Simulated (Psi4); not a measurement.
# CH4ClGe (SMILES [CH3][GeH][Cl]), step by step, part 2 of 3

Psi4 1.11. Earlier steps stand in the parts before.

**4. The singlet cation: a geometry optimisation at PBE/def2-SVPD (density fitting) (run 3)**

File calc.dat:

```
memory 1600 mb

molecule geom {
  1 1
  C     -0.749324     0.452824    -0.268965
  Ge     0.694703    -0.895498    -0.197920
  Cl     1.046522    -1.347640     1.944331
  H     -0.442833     1.327846     0.337320
  H     -1.688026     0.036289     0.138016
  H     -0.907676     0.766493    -1.318393
  H      2.063878    -0.316088    -0.704558
  symmetry c1
}

set {
  basis def2-SVPD
  geom_maxiter 50
}

result, w = opt('pbe', return_wfn=True)
```

Started as:

```sh
$ psi4 -n 1 calc.dat calc.out
```

calc.out:

```text
Psi4 1.11 release

gradient() will perform analytic gradient computation.

   => Loading Basis Set <=

    Name: DEF2-SVPD
    Role: ORBITAL
    Keyword: BASIS

         ---------------------------------------------------------
                                   SCF
                              RKS Reference
                        1 Threads,   1525 MiB Core
         ---------------------------------------------------------

  ==> Geometry <==

    Molecular point group: c1
    Full point group: C1

    Geometry (in Angstrom), charge = 1, multiplicity = 1:

       Center              X                  Y                   Z               Mass
    ------------   -----------------  -----------------  -----------------  -----------------
         C           -1.373514964995     1.301830844159    -0.657795629981    12.000000000000
         GE           0.070512035005    -0.046491155841    -0.586750629981    73.921177761000
         CL           0.422331035005    -0.498633155841     1.555500370019    34.968852682000
         H           -1.067023964995     2.176852844159    -0.051510629981     1.007825032230
         H           -2.312216964995     0.885295844159    -0.250814629981     1.007825032230
         H           -1.531866964995     1.615499844159    -1.707223629981     1.007825032230
         H            1.439687035005     0.532918844159    -1.093388629981     1.007825032230

  Running in c1 symmetry.

  Rotational constants: A =      0.37402  B =      0.10831  C =      0.08689 [cm^-1]
  Rotational constants: A =  11212.94767  B =   3247.02768  C =   2604.80509 [MHz]
  Nuclear repulsion =  249.003194722286395

  Charge       = 1
  Multiplicity = 1
  Electrons    = 58
  Nalpha       = 29
  Nbeta        = 29

  ==> Algorithm <==

  SCF Algorithm Type is DF.
  DIIS enabled.
  MOM disabled.
  Fractional occupation disabled.
  Guess Type is SAD.
  Energy threshold   = 1.00e-08
  Density threshold  = 1.00e-08
  Integral threshold = 1.00e-12

  ==> Primary Basis <==

  Basis Set: DEF2-SVPD
    Blend: DEF2-SVPD
    Number of shells: 49
    Number of basis functions: 117
    Number of Cartesian functions: 125
    Spherical Harmonics?: true
    Max angular momentum: 2

  ==> DFT Potential <==

   => LibXC <=

    Version 7.1.2

   => Composite Functional: PBE <=

    PBE GGA Exchange-Correlation Functional

    Deriv               =              1
    GGA                 =           TRUE
    Meta                =          FALSE

    Exchange Hybrid     =          FALSE
    MP2 Hybrid          =          FALSE

   => Exchange Functionals <=

    1.0000     XC_GGA_X_PBE

   => Correlation Functionals <=

    1.0000     XC_GGA_C_PBE

   => LibXC Density Thresholds  <==

    XC_GGA_C_PBE:  1.00E-12
    XC_GGA_X_PBE:  1.00E-15

   => Molecular Quadrature <=

    Radial Scheme          =       TREUTLER
    Pruning Scheme         =           NONE
    Nuclear Scheme         =       TREUTLER

    Blocking Scheme        =         OCTREE
    BS radius alpha        =              1
    Pruning alpha          =              1
    Radial Points          =             75
    Spherical Points       =            302
    Total Points           =         152298
    Total Blocks           =           1191
    Max Points             =            255
    Max Functions          =            116
    Weights Tolerance      =       1.00E-15

   => Loading Basis Set <=

    Name: (DEF2-SVPD AUX)
    Role: JKFIT
    Keyword: DF_BASIS_SCF

  ==> Integral Setup <==

  DFHelper Memory: AOs need 0.060 GiB; user supplied 0.693 GiB.
  SCF_SUBTYPE=INCORE selected. In-core MEM_DF algorithm will be used.
  Using in-core AOs.

  ==> MemDFJK: Density-Fitted J/K Matrices <==

    J tasked:                   Yes
    K tasked:                    No
    wK tasked:                   No
    Memory [MiB]:               709
    Algorithm:                 Core
    Schwarz Cutoff:           1E-12
    Mask sparsity (%):       0.9789
    Fitting Condition:        1E-10

   => Auxiliary Basis Set <=

  Basis Set: (DEF2-SVPD AUX)
    Blend: DEF2-UNIVERSAL-JKFIT
    Number of shells: 147
    Number of basis functions: 541
    Number of Cartesian functions: 695
    Spherical Harmonics?: true
    Max angular momentum: 5

  Cached 100.0% of DFT collocation blocks in 0.425 [GiB].

  Minimum eigenvalue in the overlap matrix is 6.0620674034E-04.
  Reciprocal condition number of the overlap matrix is 7.4944862420E-05.
    Using symmetric orthogonalization.

  ==> Pre-Iterations <==

  SCF Guess: Superposition of Atomic Densities via on-the-fly atomic UHF (no occupation information).

   -------------------------
    Irrep   Nso     Nmo
   -------------------------
     A        117     117
   -------------------------
    Total     117     117
   -------------------------

  ==> Iterations <==

                           Total Energy        Delta E     RMS |[F,P]|

[... 5 lines left out ...]
   @DF-RKS iter   5: -2576.39880395622731   -4.04616e-01   1.47362e-03 DIIS/ADIIS
[... 6 lines left out ...]
   @DF-RKS iter  12: -2576.42477920227066   -7.99309e-09   2.10214e-07 DIIS
[... 40 lines left out ...]
    Nuclear Repulsion Energy =            249.0031947222863948
[... 20 lines left out ...]
 Dipole X            :          3.7856513           -4.3019576           -0.5163063
[... 138 lines left out ...]
	  Convergence Criteria     1.00e-06 *    3.00e-04 *             o    1.20e-03 *             o~
[... 149 lines left out ...]
   @DF-RKS iter   4: -2576.44748758179048   -2.63747e-04   2.44529e-05 DIIS
[... 6 lines left out ...]
  Energy and wave function converged.
[... 20 lines left out ...]
    Empirical Dispersion Energy =           0.0000000000000000
[... 115 lines left out ...]
	                                 ==> Convergence Check <==
[... 107 lines left out ...]
   @DF-RKS iter   1: -2576.45604605734479    5.32200e-02   2.95738e-04 DIIS/ADIIS
[... 6 lines left out ...]
   @DF-RKS iter   8: -2576.45689423910653   -1.09412e-09   7.09129e-08 DIIS
[... 20 lines left out ...]
    One-Electron Energy =               -4084.1103719258535421
[... 20 lines left out ...]
 Dipole Y            :         -3.0254099            3.7351344            0.7097245
[... 182 lines left out ...]
    Weights Tolerance      =       1.00E-15
[... 43 lines left out ...]
   @DF-RKS iter   5: -2576.45945641709659   -6.12330e-07   4.81482e-06 DIIS
[... 17 lines left out ...]
  @DF-RKS Final Energy: -2576.45945661349333
[... 9 lines left out ...]
    Total Energy =                      -2576.4594566134933302
[... 120 lines left out ...]
	   Step    Total Energy     Delta E     Max Force     RMS Force      Max Disp      RMS Disp
[... 119 lines left out ...]
   @DF-RKS iter   3: -2576.46015149885488   -4.08882e-04   3.97669e-05 DIIS
[... 6 lines left out ...]
  Energy and wave function converged.
[... 20 lines left out ...]
    Empirical Dispersion Energy =           0.0000000000000000
[... 115 lines left out ...]
	                                 ==> Convergence Check <==
[... 107 lines left out ...]
   @DF-RKS iter   1: -2576.46027376657867   -1.34990e-03   4.28857e-05 DIIS
[... 6 lines left out ...]
   @DF-RKS iter   8: -2576.46029231875673   -1.27329e-11   1.00525e-08 DIIS
[... 20 lines left out ...]
    Two-Electron Energy =                1360.7937177509095363
[... 20 lines left out ...]
 Dipole Z            :         -0.5246177           -0.4540971           -0.9787148
[... 186 lines left out ...]
   @DF-RKS iter   0: -2576.45975012899908   -2.57646e+03   6.00110e-04
[... 6 lines left out ...]
   @DF-RKS iter   7: -2576.46032010454110   -2.44654e-10   3.03121e-08 DIIS
[... 20 lines left out ...]
    Two-Electron Energy =                1360.7944403969665927
[... 20 lines left out ...]
 Dipole Z            :         -0.4548620           -0.5113325           -0.9661945
[... 201 lines left out ...]
                           Total Energy        Delta E     RMS |[F,P]|
[... 7 lines left out ...]
   @DF-RKS iter   6: -2576.46032017830294   -5.10722e-08   4.75015e-07 DIIS
[... 20 lines left out ...]
    Nuclear Repulsion Energy =            257.8873428347394565
[... 20 lines left out ...]
 Dipole X            :          4.7963128           -5.2481858           -0.4518729
[... 107 lines left out ...]
	  Convergence Criteria     1.00e-06 *    3.00e-04 *             o    1.20e-03 *             o
[... 101 lines left out ...]
   @DF-RKS iter   4: -2576.46032449544646   -6.33851e-07   2.66386e-06 DIIS
[... 17 lines left out ...]
  @DF-RKS Final Energy: -2576.46032456037074
[... 9 lines left out ...]
    Total Energy =                      -2576.4603245603707364
[... 120 lines left out ...]
	   Step    Total Energy     Delta E     Max Force     RMS Force      Max Disp      RMS Disp
[... 102 lines left out ...]
   @DF-RKS iter   3: -2576.46032500092315   -3.78375e-07   7.75457e-07 DIIS
[... 37 lines left out ...]
  @DF-RKS Final Energy: -2576.46032500609908
[... 9 lines left out ...]
    Total Energy =                      -2576.4603250060990831
[... 1 line left out ...]
Computation Completed

Properties will be evaluated at   0.000000,   0.000000,   0.000000 [a0]

Properties computed using the SCF density matrix

 Multipole Moments:

 ------------------------------------------------------------------------------------
     Multipole            Electronic (a.u.)      Nuclear  (a.u.)        Total (a.u.)
 ------------------------------------------------------------------------------------

 L = 1.  Multiply by 2.5417464519 to convert [e a0] to [Debye]
 Dipole X            :          4.8193443           -5.2591989           -0.4398546
 Dipole Y            :         -2.2416652            3.0356557            0.7939905
 Dipole Z            :         -0.4483962           -0.5232395           -0.9716357
 Magnitude           :                                                    1.3296499

 ------------------------------------------------------------------------------------

	total time  =          3 seconds =       0.05 minutes

         ------------------------------------------------------------
                                   SCF GRAD
         ------------------------------------------------------------

  ==> Geometry <==

    Molecular point group: c1
    Full point group: C1

    Geometry (in Angstrom), charge = 1, multiplicity = 1:

       Center              X                  Y                   Z               Mass
    ------------   -----------------  -----------------  -----------------  -----------------
         C           -1.473153301191     1.165799527396    -0.773296363127    12.000000000000
         GE           0.140876996209     0.183098733153    -0.452964465656    73.921177761000
         CL           0.319812852442    -0.907661804491     1.332032754920    34.968852682000
         H           -1.365229951402     2.148164934119    -0.261533857979     1.007825032230
         H           -2.333818529789     0.625241370502    -0.334027115705     1.007825032230
         H           -1.594989190878     1.328976417665    -1.861876690494     1.007825032230
         H            1.405026918792     0.080311159595    -1.329364518372     1.007825032230

  Nuclear repulsion =  257.886773644358470

   => Molecular Quadrature <=

    Radial Scheme          =       TREUTLER
    Pruning Scheme         =           NONE
    Nuclear Scheme         =       TREUTLER

    Blocking Scheme        =         OCTREE
    BS radius alpha        =              1
    Pruning alpha          =              1
    Radial Points          =             75
    Spherical Points       =            302
    Total Points           =         152307
    Total Blocks           =           1200
    Max Points             =            256
    Max Functions          =            115
    Weights Tolerance      =       1.00E-15

  -Total Gradient:
     Atom            X                  Y                   Z
    ------   -----------------  -----------------  -----------------
       1        0.000032702136     0.000147616101    -0.000020201677
       2       -0.000004519856     0.000010280850    -0.000023919575
       3       -0.000042395614     0.000006723425     0.000013494386
       4       -0.000023989193    -0.000027298074     0.000012463025
       5       -0.000028591224    -0.000022963598    -0.000014671767
       6       -0.000035758549    -0.000040105325     0.000000102378
       7       -0.000006076462    -0.000016846406     0.000018987986

	total time  =          1 seconds =       0.02 minutes

    			-----------------------------------------

    			 OPTKING 3.0: for geometry optimizations

    			        with contributions from

    			-----------------------------------------

	                            ===> Fragment 1 <==

	 Z (Atomic Numbers)          Masses                          Geom
	       6.000000            12.000000         -2.78385628  2.20304182 -1.46131834
	      32.000000            73.921178          0.26621894  0.34600646 -0.85597878
	      17.000000            34.968853          0.60435870 -1.71523223  2.51717710
	       1.000000             1.007825         -2.57991071  4.05944340 -0.49422736
	       1.000000             1.007825         -4.41027785  1.18153495 -0.63121977
	       1.000000             1.007825         -3.01409274  2.51140146 -3.51843702
	       1.000000             1.007825          2.65511608  0.15176610 -2.51213486

	 - Coordinate -           - BOHR/RAD -       - ANG/DEG -
	 R(1,2)           =         3.621875           1.916613
	 R(1,4)           =         2.103113           1.112920
	 R(1,5)           =         2.092316           1.107206
[... 17 lines of this table left out ...]
	 D(6,1,2,7)       =         0.422834          24.226593

	        --- Internal Coordinate Step in ANG or DEG, aJ/ANG or AJ/DEG ---
	-------------------------------------------------------------------------------
	           Coordinate      Previous         Force          Change          New
	           ----------      --------        ------          ------        ------
	               R(1,2)       1.91661       -0.00010       -0.00001       1.91660
	               R(1,4)       1.11292        0.00021        0.00010       1.11302
	               R(1,5)       1.10721       -0.00021       -0.00009       1.10711
[... 17 lines of this table left out ...]
	           D(6,1,2,7)      24.22659       -0.00000        1.07332      25.29991
	-------------------------------------------------------------------------------

	                                 ==> Convergence Check <==

	Measures of convergence in internal coordinates in au.

	Criteria marked as inactive (o), active & met (*), and active & unmet ( ).

	----------------------------------------------------------------------------------------------
	   Step    Total Energy     Delta E     Max Force     RMS Force      Max Disp      RMS Disp
	----------------------------------------------------------------------------------------------
	  Convergence Criteria     1.00e-06 *    3.00e-04 *             o    1.20e-03 *             o
	----------------------------------------------------------------------------------------------
	    10   -2576.46032501   -4.46e-07 *    5.20e-05 *    2.64e-05 o    2.04e-02      1.04e-02 o  ~
	----------------------------------------------------------------------------------------------

Next Geometry in Ang
	Fragment 1 (Ang)

	    C  -1.4735699228   1.1653583029  -0.7732116743
	   Ge   0.1409026521   0.1837694826  -0.4517520381
	   Cl   0.3161731453  -0.9183586471   1.3265873205
	    H  -1.3602927240   2.1526347870  -0.2719414790
	    H  -2.3332815158   0.6315236948  -0.3241958552
	    H  -1.6002111369   1.3186535411  -1.8627049018
	    H   1.4088052963   0.0903491765  -1.3238116284

    Final optimized geometry and variables:
    Molecular point group: c1
    Full point group: C1

    Geometry (in Angstrom), charge = 1, multiplicity = 1:

    C           -1.473153301191     1.165799527396    -0.773296363127
    GE           0.140876996209     0.183098733153    -0.452964465656
    CL           0.319812852442    -0.907661804491     1.332032754920
    H           -1.365229951402     2.148164934119    -0.261533857979
    H           -2.333818529789     0.625241370502    -0.334027115705
    H           -1.594989190878     1.328976417665    -1.861876690494
    H            1.405026918792     0.080311159595    -1.329364518372

    Psi4 run time: 0:00:52.03

[set-up sections that repeat, and orbital energies of the middle runs, are left out above]
```

On the terminal:

```text
Optimizer: Optimization complete!
```

It took 53 s on 1 thread of Intel Xeon 6975P-C (Granite Rapids), shared host; peak memory 0.76 GiB.

The path in brief:

| step | energy from the first frame kept (eV) | largest force (eV/Å) |
| --- | --- | --- |
| 0 | 0.0000 | 3.3630 |
| 1 | -0.6181 | 1.9495 |
| 2 | -0.8739 | 0.5912 |
| 3 | -0.9436 | 0.1720 |
| 4 | -0.9629 | 0.1612 |
| 5 | -0.9664 | 0.0933 |
| 6 | -0.9671 | 0.0356 |
| 7 | -0.9671 | 0.0638 |
| 8 | -0.9672 | 0.0144 |
| 9 | -0.9673 | 0.0078 |

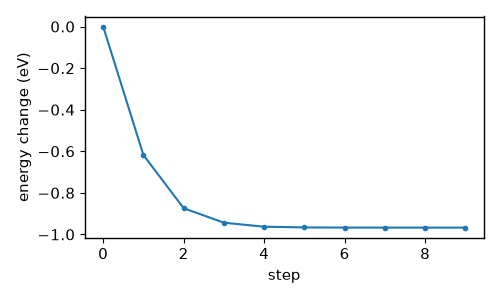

Energy along the run.

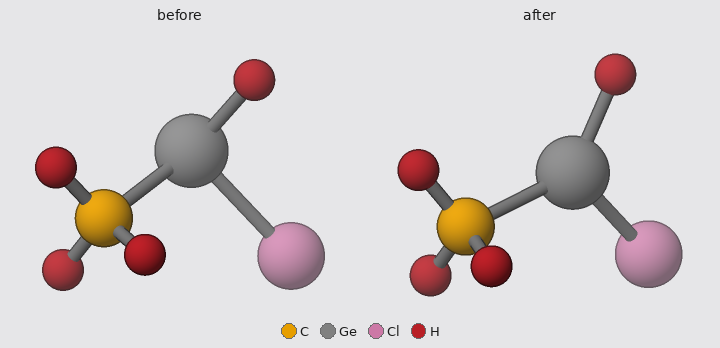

Before and after, at one scale.

After the run. Bond lengths: C1–Ge2 1.917 Å, Ge2–Cl3 2.100 Å, C1–H4 1.113 Å, C1–H5 1.107 Å, C1–H6 1.107 Å, Ge2–H7 1.542 Å. Angles: C1–Ge2–Cl3 118.7°, C1–Ge2–H7 129.0°, Cl3–Ge2–H7 112.3°, Ge2–C1–H4 107.1°, Ge2–C1–H5 109.8°, Ge2–C1–H6 109.4°, H4–C1–H5 108.9°, H4–C1–H6 109.4°, H5–C1–H6 112.1°.

**5. The singlet anion: the energy at PBE/def2-SVPD (density fitting) (run 4)**

File ch4clge.xyz:

```xyz
7
CH4ClGe
C     -0.749324     0.452824    -0.268965
Ge     0.694703    -0.895498    -0.197920
Cl     1.046522    -1.347640     1.944331
H     -0.442833     1.327846     0.337320
H     -1.688026     0.036289     0.138016
H     -0.907676     0.766493    -1.318393
H      2.063878    -0.316088    -0.704558
```

File calc.py:

```python
import psi4

psi4.set_memory(1600000000)
psi4.set_num_threads(1)
psi4.set_output_file('output.dat', False)

with open('ch4clge.xyz') as f:
    atoms = ''.join(f.readlines()[2:])
m = psi4.geometry('-1 1\n' + atoms + 'symmetry c1')

psi4.set_options({
    'basis': 'def2-SVPD',
})

e_tot, wfn = psi4.energy('pbe', molecule=m, return_wfn=True)
print(f'pbe energy: {e_tot:.10f} Eh')
for k, v in sorted(psi4.core.scalar_variables().items()):
    print(f'{k:45s} {v:18.10f}')
```

Started as:

```sh
$ python calc.py
```

output.dat, shortened:

```text
[...]
  Running in c1 symmetry.
[...]
  Nuclear repulsion =  249.003194722286395
[...]
  Multiplicity = 1
[...]
  Nalpha       = 30
  Nbeta        = 30
[...]
    Number of basis functions: 117
[...]
   @DF-RKS iter   1: -2574.88711939723862   -1.54207e+00   2.24632e-02 DIIS/ADIIS
[...]
   @DF-RKS iter  11: -2576.78193745099043   -2.90520e-08   2.06809e-07 DIIS
[...]
  @DF-RKS Final Energy: -2576.78193745099043
   => Energetics <=
    Nuclear Repulsion Energy =            249.0031947222863948
    One-Electron Energy =               -4091.9665554520461228
    Two-Electron Energy =                1379.9669560121942595
    DFT Exchange-Correlation Energy =    -113.7855327334251712
    Empirical Dispersion Energy =           0.0000000000000000
    VV10 Nonlocal Energy =                  0.0000000000000000
    Total Energy =                      -2576.7819374509904264
[...]
```

Standard output:

```text
pbe energy: -2576.7819374510 Eh
CURRENT ENERGY                                  -2576.7819374510
CURRENT REFERENCE ENERGY                        -2576.7819374510
DD SOLVATION ENERGY                                 0.0000000000
DFT FUNCTIONAL TOTAL ENERGY                     -2576.7819374510
DFT TOTAL ENERGY                                -2576.7819374510
DFT VV10 ENERGY                                     0.0000000000
DFT XC ENERGY                                    -113.7855327334
GRID ELECTRONS ALPHA                               30.0000038414
GRID ELECTRONS BETA                                30.0000038414
GRID ELECTRONS TOTAL                               60.0000076828
NUCLEAR REPULSION ENERGY                          249.0031947223
ONE-ELECTRON ENERGY                             -4091.9665554520
PCM POLARIZATION ENERGY                             0.0000000000
PE ENERGY                                           0.0000000000
SCF ITERATION ENERGY                            -2576.7819374510
SCF ITERATIONS                                     11.0000000000
SCF TOTAL ENERGY                                -2576.7819374510
TWO-ELECTRON ENERGY                              1379.9669560122
XC GRID RADIAL POINTS                              75.0000000000
XC GRID SPHERICAL POINTS                          302.0000000000
XC GRID TOTAL POINTS                           152298.0000000000
```

It took 6.3 s on 1 thread of Intel Xeon 6975P-C (Granite Rapids), shared host; peak memory 0.71 GiB.

(Continued in part 3 of 3.)
